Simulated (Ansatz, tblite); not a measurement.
# Si27H34 atom sphere (Si₂₇H₃₄): spin states and exact exchange

Is the singlet the ground state of Si27H34 atom sphere (Si₂₇H₃₄)? Other spin states are computed and compared level by level.

The runs use Ansatz 0.2.0, Gaussian basis; as each input shows.

Levels to be run: triplet, at the geometry of the singlet (GFN1-xTB, GFN2-xTB, PBE0-D4/def2-SVP, PBE-D4/def2-SVP); the singlet's energies come from earlier runs.

1 further run of the same task is left out (set aside as unsound or not needed).

### 1 The geometry

The singlet was relaxed beforehand with PBE-D4/def2-SVP.

61 atoms, charge 0, spin multiplicity 1.

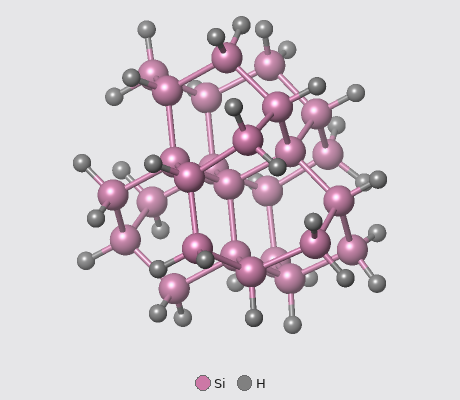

The geometry (silicon pink, hydrogen grey).

### 2 Triplet at the fixed geometry, GFN1-xTB

Tight binding, by tblite at 300 K electronic temperature and without a spin-polarisation term:

```python
tblite.interface.Calculator('GFN1-xTB', numbers, positions, charge=0, uhf=2).singlepoint()
```

Energy -1848.2852 eV; 1.2 s.

### 3 Triplet at the fixed geometry, GFN2-xTB

Tight binding, by tblite at 300 K electronic temperature and without a spin-polarisation term:

```python
tblite.interface.Calculator('GFN2-xTB', numbers, positions, charge=0, uhf=2).singlepoint()
```

Energy -1726.8064 eV; 1.8 s.

### 4 Triplet at the fixed geometry, PBE0-D4/def2-SVP

File in.yaml:

```yaml
crystal:
  periodic: [false, false, false]
  atoms:
    - {symbol: Si, position_ang: [0.003634, -4.413089, -1.054489]}
    - {symbol: Si, position_ang: [-1.927465, -3.316923, -0.285977]}
    - {symbol: Si, position_ang: [-2.103215, -3.317234, 2.074395]}
    - {symbol: Si, position_ang: [-1.913196, -1.104849, -3.446690]}
    - {symbol: Si, position_ang: [-1.910980, -1.105446, -1.083884]}
    - {symbol: Si, position_ang: [-3.835834, -0.018088, -0.283828]}
    - {symbol: Si, position_ang: [-1.915397, -1.110138, 2.884427]}
    - {symbol: Si, position_ang: [-3.920999, -0.168179, 2.076818]}
    - {symbol: Si, position_ang: [-3.825689, 2.202313, -1.052659]}
    - {symbol: Si, position_ang: [1.933084, -3.313307, -0.286878]}
    - {symbol: Si, position_ang: [2.110761, -3.312444, 2.073373]}
    - {symbol: Si, position_ang: [1.911015, -1.103191, -3.448570]}
    - {symbol: Si, position_ang: [-0.001960, -0.001776, -4.261534]}
    - {symbol: Si, position_ang: [1.911833, -1.102205, -1.085755]}
    - {symbol: Si, position_ang: [-0.000124, -0.000307, -0.274911]}
    - {symbol: Si, position_ang: [1.920884, -1.105225, 2.882631]}
    - {symbol: Si, position_ang: [0.000948, -0.000230, 2.086329]}
    - {symbol: Si, position_ang: [-0.001437, 2.205821, -3.449051]}
    - {symbol: Si, position_ang: [-0.002320, 2.206435, -1.086200]}
    - {symbol: Si, position_ang: [-1.909128, 3.326409, -0.288066]}
    - {symbol: Si, position_ang: [-0.002107, 2.215154, 2.882611]}
    - {symbol: Si, position_ang: [-1.820694, 3.479568, 2.072173]}
    - {symbol: Si, position_ang: [3.835576, -0.010881, -0.288470]}
    - {symbol: Si, position_ang: [3.924330, -0.161201, 2.071979]}
    - {symbol: Si, position_ang: [3.820150, 2.210146, -1.055394]}
    - {symbol: Si, position_ang: [1.902279, 3.330051, -0.287748]}
    - {symbol: Si, position_ang: [1.814837, 3.482126, 2.072678]}
    - {symbol: H, position_ang: [0.005090, -5.855893, -0.611725]}
    - {symbol: H, position_ang: [0.003331, -4.380418, -2.564325]}
    - {symbol: H, position_ang: [-3.144440, -4.009036, -0.856736]}
    - {symbol: H, position_ang: [-3.488690, -3.798893, 2.432957]}
    - {symbol: H, position_ang: [-1.113943, -4.263199, 2.700489]}
    - {symbol: H, position_ang: [-1.938035, -2.528079, -3.948191]}
    - {symbol: H, position_ang: [-3.157545, -0.412373, -3.946541]}
    - {symbol: H, position_ang: [-5.042870, -0.728786, -0.852823]}
    - {symbol: H, position_ang: [-1.902773, -1.103774, 4.395332]}
    - {symbol: H, position_ang: [-5.031731, -1.125208, 2.437867]}
    - {symbol: H, position_ang: [-4.241783, 1.162950, 2.702125]}
    - {symbol: H, position_ang: [-3.801789, 2.186447, -2.562525]}
    - {symbol: H, position_ang: [-5.074412, 2.922602, -0.605826]}
    - {symbol: H, position_ang: [3.150930, -4.003407, -0.858238]}
    - {symbol: H, position_ang: [1.123225, -4.259303, 2.700846]}
    - {symbol: H, position_ang: [3.497166, -3.792231, 2.430829]}
    - {symbol: H, position_ang: [1.936318, -2.526741, -3.949127]}
    - {symbol: H, position_ang: [3.154236, -0.410057, -3.950287]}
    - {symbol: H, position_ang: [-0.002732, -0.002333, -5.772969]}
    - {symbol: H, position_ang: [1.910211, -1.098310, 4.393552]}
    - {symbol: H, position_ang: [-1.221653, 2.938591, -3.950846]}
    - {symbol: H, position_ang: [1.220354, 2.936803, -3.949689]}
    - {symbol: H, position_ang: [-1.901121, 4.726188, -0.859326]}
    - {symbol: H, position_ang: [-0.002436, 2.202877, 4.393539]}
    - {symbol: H, position_ang: [-3.134236, 3.094854, 2.698631]}
    - {symbol: H, position_ang: [-1.545546, 4.920517, 2.429947]}
    - {symbol: H, position_ang: [5.043341, -0.718766, -0.859427]}
    - {symbol: H, position_ang: [5.036339, -1.117327, 2.431508]}
    - {symbol: H, position_ang: [4.245039, 1.170173, 2.696780]}
    - {symbol: H, position_ang: [3.794555, 2.195738, -2.565247]}
    - {symbol: H, position_ang: [5.068110, 2.932188, -0.609256]}
    - {symbol: H, position_ang: [1.891016, 4.730129, -0.858242]}
    - {symbol: H, position_ang: [3.128849, 3.098075, 2.698526]}
    - {symbol: H, position_ang: [1.538826, 4.922735, 2.431142]}
basis:
  gaussian: {orbitals: def2-SVP, fitting: {mean_field: def2-universal-jkfit}}
magnetization: {spin_polarized: true, initial_magnetization: 2}
hamiltonian: {xc: pbe0, dispersion: d4}
scf: {omitted_lower_state_checks: [starts]}
output: {orbitals: {seedname: orbitals}}
```

Run with:

```bash
$ ansatz run in.yaml --threads 4 --pin off --events-out ev --progress --plain --max-ram 66560MiB --backend cuda --devices 0, --max-vram 37GiB
```

The program printed:

```text
Functional definition: PBE0
  name "PBE0"
  cite "Adamo & Barone, J. Chem. Phys. 110, 6158 (1999) doi:10.1063/1.478522"
  cite "Perdew, Burke & Ernzerhof, Phys. Rev. Lett. 77, 3865 (1996) doi:10.1103/PhysRevLett.77.3865"
  parent pbe
  parameter a = 0.25
  parameter kappa = 0.804
  parameter beta = 0.06672455060314922
  exchange = (1 - a)*pbe_x(kappa = kappa, mu = beta*pi^2/3) + a*exact_x
  correlation = pbe_c(beta = beta)
these checks for a lower state are left out or cut short: starts
4068 factors; integrals over basis functions are off by at most 3.1e-1 eV
mean field evaluation 1: about -213097.6546 eV, gradient 1.6e1 eV
mean field evaluation 2: about -213096.8677 eV, gradient 2.0e1 eV
mean field evaluation 4: about -213099.5016 eV, gradient 3.7e0 eV
mean field evaluation 8: about -213099.5872 eV, gradient 1.2e-1 eV
mean field evaluation 16: about -213099.5939 eV, gradient 3.9e-2 eV
mean field evaluation 32: about -213099.5944 eV, gradient 1.0e-3 eV
mean field -213099.59476833 eV, -7831.2656636429 hartree, gradient 4.5e-6 eV, S^2 2.004630; 0 other end points of the search recorded, 0 dependent functions left out
reference -213099.59484061 eV, -7831.2656662991 hartree; 207, 205 occupied and 449, 451 virtual orbitals, 4068 factors
Total energy: -213104.19954407 eV, -7831.4348860302 hartree
Checks for a lower state left out: starts
```

It took 33 s on 1 × H100 (card shared with other runs) with 4 threads of AMD EPYC 7R13, shared host; peak host memory 1.5 GiB.

From the report: HOMO -2.76 eV, LUMO -5.99 eV (over both spins; with the spin held, an empty level of the minority spin lies below the top filled one); ⟨S²⟩ 2.005 (pure: 2.00).

### 5 Triplet at the fixed geometry, PBE-D4/def2-SVP

start.molden holds the orbitals of an earlier run on this state, given as this run's starting guess.

Edit in.yaml of step 4 so:

```diff
@@ -65,5 +65,5 @@
 basis:
-  gaussian: {orbitals: def2-SVP, fitting: {mean_field: def2-universal-jkfit}}
+  gaussian: {orbitals: def2-SVP, fitting: {mean_field: def2-universal-jkfit}, initial_orbitals: start.molden}
 magnetization: {spin_polarized: true, initial_magnetization: 2}
-hamiltonian: {xc: pbe0, dispersion: d4}
+hamiltonian: {xc: pbe, dispersion: d4}
 scf: {omitted_lower_state_checks: [starts]}
```

The command is unchanged.

The program printed:

```text
Functional definition: PBE
  name "PBE"
  cite "Perdew, Burke & Ernzerhof, Phys. Rev. Lett. 77, 3865 (1996) doi:10.1103/PhysRevLett.77.3865"
  parent pbe
  parameter kappa = 0.804
  parameter beta = 0.06672455060314922
  exchange = pbe_x(kappa = kappa, mu = beta*pi^2/3)
  correlation = pbe_c(beta = beta)
these checks for a lower state are left out or cut short: starts
4068 factors; integrals over basis functions are off by at most 3.1e-1 eV
mean field evaluation 1: about -213077.5774 eV, gradient 1.1e1 eV
mean field evaluation 2: about -213078.1103 eV, gradient 5.9e-1 eV
mean field evaluation 4: about -213078.0909 eV, gradient 1.6e-1 eV
mean field evaluation 8: about -213078.0931 eV, gradient 2.0e-3 eV
mean field evaluation 16: about -213078.0932 eV, gradient 2.7e-5 eV
mean field -213078.09317566 eV, -7830.4754946865 hartree, gradient 2.5e-6 eV, S^2 2.001527; 0 other end points of the search recorded, 0 dependent functions left out
reference -213078.09327171 eV, -7830.4754982163 hartree; 207, 205 occupied and 449, 451 virtual orbitals, 4068 factors
Total energy: -213083.10765561 eV, -7830.6597734259 hartree
Checks for a lower state left out: starts
```

Run time: 26 s. Hardware: 1 × H100 (card shared with other runs) with 4 threads of AMD EPYC 7R13, shared host; peak host memory 1.4 GiB.

Report: HOMO -2.50 eV, LUMO -6.02 eV (over both spins; with the spin held, an empty level of the minority spin lies below the top filled one); ⟨S²⟩ 2.002 (pure: 2.00).

### 6 Triplet less singlet, vertical

The singlet's energies are those of its earlier runs, whose logs aren't repeated here.

| level | triplet less singlet, vertical (kJ/mol) | time |
| --- | --- | --- |
| GFN1-xTB | +230.5 | 2 s |
| GFN2-xTB | +257.0 | 2.9 s |
| PBE-D4/def2-SVP | +344.2 | 33 s |
| PBE0-D4/def2-SVP | +408.3 | 40 s |

Times add the two runs; a level without a time comes out of a correlated run. Tight binding without a spin term can't rank spin states.

### 7 Summary of results

```
                                               quantity                                       value
triplet less singlet, vertical, functionals in def2-SVP  +344.2 (PBE-D4) to +408.3 kJ/mol (PBE0-D4)
```

In words: All functionals put the triplet above the singlet, over a spread of 64.1 kJ/mol. The checks for a lower triplet were left out, so another state of that spin may lie lower. These are electronic energies, without zero-point motion, entropy or surroundings.
